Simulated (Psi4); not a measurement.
**BH (SMILES [BH]): CCSD/cc-pCVQZ (sweep point 7)**

Aim: the energy change on altering one bond length of BH at CCSD/cc-pCVQZ (sweep point 7), from 2 runs. 

The calculation is run with Psi4 1.11.

## 1. Starting point

BH has 2 atoms, charge 0, and is taken as a singlet. As SMILES, `[BH]`. The bond length is the measured one.

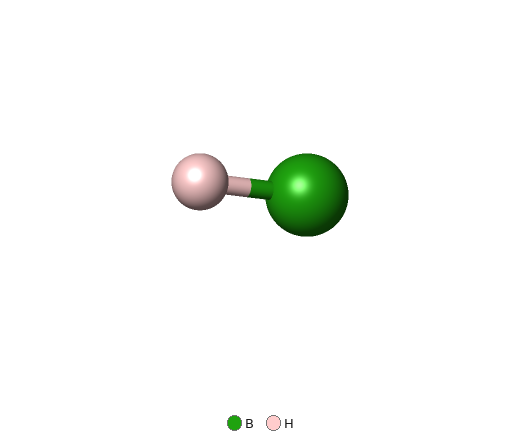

The structure, seen from a chosen angle (boron green, hydrogen pink).

## 2. The energy at CCSD/cc-pCVQZ (sweep point 7)

Contents of bh.inp:

```
memory 1600 mb

molecule system {
  B      0.00000000     0.00000000     0.00000000
  H      0.00000000     0.00000000     2.32889848
  units bohr
  symmetry c1
}

set {
  basis           cc-pCVQZ
  puream          true
  scf_type        pk
  num_frozen_docc 0
}

energy('ccsd')
print_variables()
```

The run is started by

```console
psi4 -i bh.inp -o bh.out -n 1
```

bh.out, cut to the lines that bear on the results:

```text
[...]
  Running in c1 symmetry.
[...]
  Nuclear repulsion =    2.146937723107621
[...]
  Multiplicity = 1
[...]
  Nalpha       = 3
  Nbeta        = 3
[...]
    Number of basis functions: 114
[...]
   @RHF iter   1:   -25.12571527732923   -6.65865e-01   6.73318e-04 DIIS/ADIIS
[...]
   @RHF iter   8:   -25.13133559064088   -7.63478e-12   2.27550e-09 DIIS
[...]
    Orbital Energies [Eh]
    ---------------------
    Doubly Occupied:
       1A     -7.685309     2A     -0.648843     3A     -0.348080
    Virtual:
       4A      0.043660     5A      0.043660     6A      0.179721
       7A      0.190073     8A      0.257000     9A      0.265057
      10A      0.265057    11A      0.396962    12A      0.396962
      13A      0.407229    14A      0.407229    15A      0.464013
      16A      0.618410    17A      0.809938    18A      0.835891
      19A      0.835891    20A      0.999211    21A      0.999211
      22A      1.164046    23A      1.217547    24A      1.217547
      25A      1.223908    26A      1.223908    27A      1.268490
[...]
  @RHF Final Energy:   -25.13133559064088
   => Energetics <=
    Nuclear Repulsion Energy =              2.1469377231076212
    One-Electron Energy =                 -37.1920838206319573
    Two-Electron Energy =                   9.9138105068834612
    Total Energy =                        -25.1313355906408766
[...]
 Multipole Moments:
 ------------------------------------------------------------------------------------
     Multipole            Electronic (a.u.)      Nuclear  (a.u.)        Total (a.u.)
 ------------------------------------------------------------------------------------
 L = 1.  Multiply by 2.5417464519 to convert [e a0] to [Debye]
 Dipole X            :         -0.0000000            0.0000000           -0.0000000
 Dipole Y            :          0.0000000            0.0000000            0.0000000
 Dipole Z            :         -0.4774969            1.1570103            0.6795134
 Magnitude           :                                                    0.6795134
[...]
      * MP2 total energy                      =  -25.257112378505600
[...]
      * CCSD total energy                     =  -25.282171167777836
[...]
```

Wall time 27 s (1 thread of Intel Xeon Platinum 8488C (Sapphire Rapids), shared host); peak memory 1.4 GiB.

## 3. The distorted shape

Contents of input.in:

```
memory 1600 mb

molecule molecule1 {
  B      0.00000000     0.00000000    -1.16444924
  H      0.00000000     0.00000000     2.32889848
  units au
  symmetry c1
}

set {
  basis           cc-pCVQZ
  puream          true
  scf_type        pk
  num_frozen_docc 0
}

e_tot, wfn = energy("ccsd", return_wfn=True)
print_variables()
```

The run is started by

```console
psi4 -n 1 input.in input.out
```

input.out, cut to the lines that bear on the results:

```text
[...]
  Running in c1 symmetry.
[...]
  Nuclear repulsion =    1.431291815405081
[...]
  Multiplicity = 1
[...]
  Nalpha       = 3
  Nbeta        = 3
[...]
    Number of basis functions: 114
[...]
   @RHF iter   1:   -25.05879217308069   -7.01990e-01   8.30150e-04 ADIIS/DIIS
[...]
   @RHF iter   8:   -25.06814349006213   -4.67537e-12   1.71760e-09 DIIS
[...]
    Orbital Energies [Eh]
    ---------------------
    Doubly Occupied:
       1A     -7.761920     2A     -0.558995     3A     -0.344989
    Virtual:
       4A      0.027850     5A      0.027850     6A      0.109505
       7A      0.225347     8A      0.236242     9A      0.248170
      10A      0.248170    11A      0.360591    12A      0.388002
      13A      0.388002    14A      0.397495    15A      0.397495
      16A      0.547955    17A      0.742754    18A      0.742754
      19A      0.954796    20A      0.975737    21A      0.975737
      22A      1.015063    23A      1.201094    24A      1.201094
      25A      1.208739    26A      1.208739    27A      1.222486
[...]
  @RHF Final Energy:   -25.06814349006213
   => Energetics <=
    Nuclear Repulsion Energy =              1.4312918154050809
    One-Electron Energy =                 -35.6670637587219517
    Two-Electron Energy =                   9.1676284532547463
    Total Energy =                        -25.0681434900621234
[...]
 Multipole Moments:
 ------------------------------------------------------------------------------------
     Multipole            Electronic (a.u.)      Nuclear  (a.u.)        Total (a.u.)
 ------------------------------------------------------------------------------------
 L = 1.  Multiply by 2.5417464519 to convert [e a0] to [Debye]
 Dipole X            :          0.0000000            0.0000000            0.0000000
 Dipole Y            :          0.0000000            0.0000000            0.0000000
 Dipole Z            :         -1.9769505            1.7355154           -0.2414351
 Magnitude           :                                                    0.2414351
[...]
      * MP2 total energy                      =  -25.197085967626908
[...]
      * CCSD total energy                     =  -25.227917783891293
[...]
```

It took 31 s on 1 thread of Intel Xeon Platinum 8488C (Sapphire Rapids), shared host; peak memory 1.4 GiB.

## 4. Results

Level: CCSD/cc-pCVQZ (sweep point 7).

| quantity | value |
| --- | --- |
| first shape: total energy | -25.28217 Eh |
| first shape: HOMO energy (Hartree–Fock orbitals) | -9.47 eV |
| first shape: LUMO energy (Hartree–Fock orbitals) | 1.19 eV |
| first shape: HOMO–LUMO gap (Hartree–Fock orbitals) | 10.66 eV |
| first shape: correlation energy | -150.8 mEh |
| first shape: T1 diagnostic | 0.012 |
| distorted shape: total energy | -25.22792 Eh |
| distorted shape: HOMO energy (Hartree–Fock orbitals) | -9.39 eV |
| distorted shape: LUMO energy (Hartree–Fock orbitals) | 0.76 eV |
| distorted shape: HOMO–LUMO gap (Hartree–Fock orbitals) | 10.15 eV |
| distorted shape: correlation energy | -159.8 mEh |
| distorted shape: T1 diagnostic | 0.020 |
| energy change with the B1–H2 bond stretched from 1.232 to 1.849 Å | 1.476 eV |

What this shows: One bond (distorted shape) is far stretched, which a spin-restricted single reference describes badly; a broken-symmetry solution may lie lower. With the B1–H2 bond stretched from 1.232 to 1.849 Å the energy rises by 1.48 eV (34 kcal/mol). The first shape isn't relaxed at this level, so the change isn't measured from a minimum. A restricted reference can't describe the breaking bond well at this length. The T1 diagnostic (distorted shape) of 0.020 is above the customary mark for such species, so a single reference may not serve.
